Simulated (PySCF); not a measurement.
**GeSiH5F (SMILES [F][GeH2][SiH3]) at 6 levels**

Aim: a comparison of 6 runs (HF/STO-3G, HF/3-21G, HF/def2-SVP, TPSS/3-21G, SVWN5/6-31G, PBE/pcseg-2) of GeSiH5F. The job is set up through a Python script.

The results are computed with PySCF 2.14.0.

### 1 The structure to begin with

GeSiH5F: 8 atoms, total charge 0, spin state singlet. As SMILES, `[F][GeH2][SiH3]`. Geometry: relaxed at PBE0-D4/def2-TZVP.

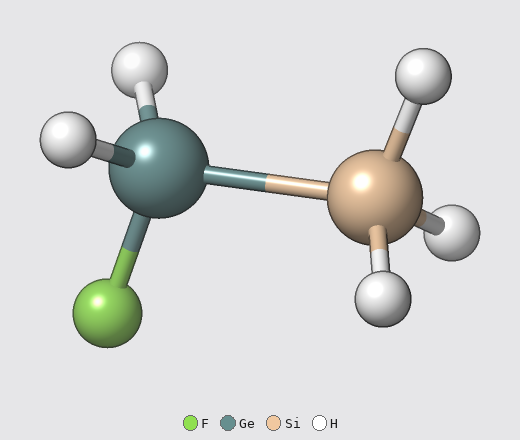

The structure, seen from a chosen angle (fluorine green, germanium teal, silicon light orange, hydrogen white).

### 2 Energy and forces at HF/STO-3G (run 1)

Input file input.py:

```python
import pyscf.grad
from pyscf import gto, scf

mol = gto.Mole()
mol.atom = '''
F     -2.004400     1.117400    -0.231100
Ge    -0.457300     0.603500    -0.870600
Si     0.596000    -0.672200     0.846600
H     -0.786700    -0.198700    -2.142400
H      0.284000     1.901000    -1.239500
H      0.792000     0.176100     2.048900
H      1.917000    -1.138600     0.347700
H     -0.248200    -1.845400     1.184800
'''
mol.basis = 'sto-3g'
mol.max_memory = 1860
mol.verbose = 4
mol.build()

mf = scf.RHF(mol)
mf.conv_tol = 1e-10
mf.kernel()
if not mf.converged:
    mf = mf.newton().run(mf.mo_coeff, mf.mo_occ)

etot = mf.e_tot
print('E(%s) = %.9f' % ('HF', etot))
grad = mf.Gradients().kernel()
mf.analyze()
```

Launch:

```sh
$ OMP_NUM_THREADS=1 python input.py
```

What it wrote:

```text
PySCF version 2.14.0

[... 74 lines left out ...]
Total Energy =                       -2438.325587219778754
[... 7 lines left out ...]
MO #1   energy= -400.551136322104  occ= 2
[... 5 lines left out ...]
MO #7   energy= -25.8024658782133  occ= 2
[... 5 lines left out ...]
MO #13  energy= -3.98223974648501  occ= 2
[... 5 lines left out ...]
MO #19  energy= -0.666496878552815 occ= 2
[... 5 lines left out ...]
MO #25  energy= -0.445320679516555 occ= 2
[... 5 lines left out ...]
MO #31  energy= 0.380114011224657  occ= 0
[... 5 lines left out ...]
MO #37  energy= 0.610012643398261  occ= 0
[... 48 lines left out ...]
Dipole moment(X, Y, Z, Debye):  1.37681, -0.64096, -0.14144
```

Wall time 2.1 s (1 thread of Intel Xeon at 2.70GHz, shared host); peak memory 0.12 GiB.

### 3 Energy and forces at HF/3-21G (run 2)

input.py, as its differences from that of step 2:

```diff
@@ -3,4 +3,4 @@
 
-mol = gto.Mole()
-mol.atom = '''
+mol = gto.M(
+    atom='''
 F     -2.004400     1.117400    -0.231100
@@ -13,7 +13,9 @@
 H     -0.248200    -1.845400     1.184800
-'''
-mol.basis = 'sto-3g'
-mol.max_memory = 1860
-mol.verbose = 4
-mol.build()
+''',
+    max_memory=1860,
+    spin=0,
+    basis='3-21g',
+    charge=0,
+    verbose=4,
+)
```

Launch:

```sh
$ OMP_NUM_THREADS=1 python input.py
```

What it wrote:

```text
PySCF version 2.14.0

[... 77 lines left out ...]
Two-electron Energy =                 1241.502003776103720
[... 9 lines left out ...]
MO #6   energy= -45.968300166705   occ= 2
[... 7 lines left out ...]
MO #14  energy= -4.20986148252832  occ= 2
[... 7 lines left out ...]
MO #22  energy= -0.781150727604053 occ= 2
[... 7 lines left out ...]
MO #30  energy= -0.408848359699512 occ= 2
[... 7 lines left out ...]
MO #38  energy= 0.374101664417549  occ= 0
[... 7 lines left out ...]
MO #46  energy= 1.31069994035418   occ= 0
[... 7 lines left out ...]
MO #54  energy= 3.73998568003621   occ= 0
[... 65 lines left out ...]
Dipole moment(X, Y, Z, Debye):  2.20586, -0.83014, -0.68449
```

Wall time 2.5 s (1 thread of Intel Xeon at 2.70GHz, shared host); peak memory 0.13 GiB.

Run 3 isn't shown in full; the table further down has it.

### 4 Energy and gradient at TPSS/3-21G (run 4)

Input file input.py:

```python
import pyscf.grad
from pyscf import gto, dft

system = gto.Mole()
system.atom = '''
F   -2.004400   1.117400  -0.231100
Ge  -0.457300   0.603500  -0.870600
Si   0.596000  -0.672200   0.846600
H   -0.786700  -0.198700  -2.142400
H    0.284000   1.901000  -1.239500
H    0.792000   0.176100   2.048900
H    1.917000  -1.138600   0.347700
H   -0.248200  -1.845400   1.184800
'''
system.charge = 0
system.max_memory = 1860
system.verbose = 4
system.basis = '3-21g'
system.spin = 0
system.build()

ks = dft.RKS(system)
ks.xc = 'tpss'
ks.grids.level = 5
ks.conv_tol = 1e-10
ks.kernel()
if not ks.converged:
    ks = ks.newton().run(ks.mo_coeff, ks.mo_occ)

energy = ks.e_tot
print('E = %.10f Eh' % energy)
grad = ks.Gradients().kernel()
dip = ks.dip_moment()
pop, q = ks.mulliken_pop()
```

Launch:

```sh
$ OMP_NUM_THREADS=1 python input.py
```

What it wrote:

```text
PySCF version 2.14.0

[... 77 lines left out ...]
converged SCF energy = -2457.19000331996
[... 13 lines left out ...]
Dipole moment(X, Y, Z, Debye):  1.56032, -0.57452, -0.51374
[... 63 lines left out ...]
charge of    7H =     -0.07777
```

It took 32 s on 1 thread of Intel Xeon at 2.70GHz, shared host; peak memory 0.56 GiB.

Run 5 isn't shown in full; the table further down has it.

### 5 Energy and gradient at PBE/pcseg-2 (run 6)

Input file input.py:

```python
# [F][GeH2][SiH3]
from pyscf import gto, dft

molecule = gto.M(
    atom='''
F     -3.787767     2.111580    -0.436716
Ge    -0.864172     1.140450    -1.645196
Si     1.126277    -1.270274     1.599842
H     -1.486648    -0.375489    -4.048549
H      0.536682     3.592369    -2.342316
H      1.496663     0.332781     3.871860
H      3.622605    -2.151642     0.657058
H     -0.469030    -3.487301     2.238948
''',
    verbose=4,
    unit='bohr',
    basis='pcseg-2',
    max_memory=1860,
)

myscf = dft.RKS(molecule, xc='pbe')
myscf.grids.level = 5
myscf.conv_tol = 1e-10
myscf.kernel()
if not myscf.converged:
    myscf = myscf.newton().run(myscf.mo_coeff, myscf.mo_occ)

etot = myscf.e_tot
print('E = %.10f Eh' % etot)
grad = myscf.nuc_grad_method().kernel()
dip = myscf.dip_moment()
pop, q = myscf.mulliken_pop()
```

Launch:

```sh
$ OMP_NUM_THREADS=1 python input.py
```

What it wrote:

```text
PySCF version 2.14.0

[... 79 lines left out ...]
converged SCF energy = -2468.9066283886
[... 13 lines left out ...]
Dipole moment(X, Y, Z, Debye):  1.92638, -0.82234, -0.37140
[... 186 lines left out ...]
charge of    7H =     -0.08372
```

Wall time 3 min (1 thread of Intel Xeon at 2.70GHz, shared host); peak memory 2.4 GiB.

### 6 All runs side by side

```csv
run,level,integration grid,energy (Eh),dipole moment (D),HOMO energy (eV),LUMO energy (eV),wall time
1,HF/STO-3G,–,-2438.325587,1.53,-8.54,10.34,2.1 s
2,HF/3-21G,–,-2454.557686,2.45,-11.13,2.94,2.5 s
3,HF/def2-SVP,–,-2466.237216,2.53,-11.29,2.83,8.7 s
4,TPSS/3-21G,5,-2457.190003,1.74,-7.05,-0.75,32 s
5,SVWN5/6-31G,5,-2463.941261,2.55,-7.16,-1.34,15 s
6,PBE/pcseg-2,5,-2468.906628,2.13,-7.27,-1.58,3 min
```

### 7 Outcome

| quantity | value |
| --- | --- |
| run 6: total energy | -2468.90663 Eh |
| run 6: dipole moment | 2.13 D |
| run 6: HOMO energy | -7.27 eV |
| run 6: LUMO energy | -1.58 eV |
| run 6: HOMO–LUMO gap | 5.69 eV |
| run 6: largest force on an atom | 0.601 eV/Å |

In words: The dipole moment (its size) runs from 1.53 D (HF/STO-3G) to 2.55 D (SVWN5/6-31G). The two ends differ in method and basis. The HOMO–LUMO gap runs from 5.69 eV (PBE/pcseg-2) to 18.88 eV (HF/STO-3G). Totals of different functionals can't be ranked against each other. In run 1 the basis is minimal, so the values are rough. All runs together took 4 min, the longest 3 min.
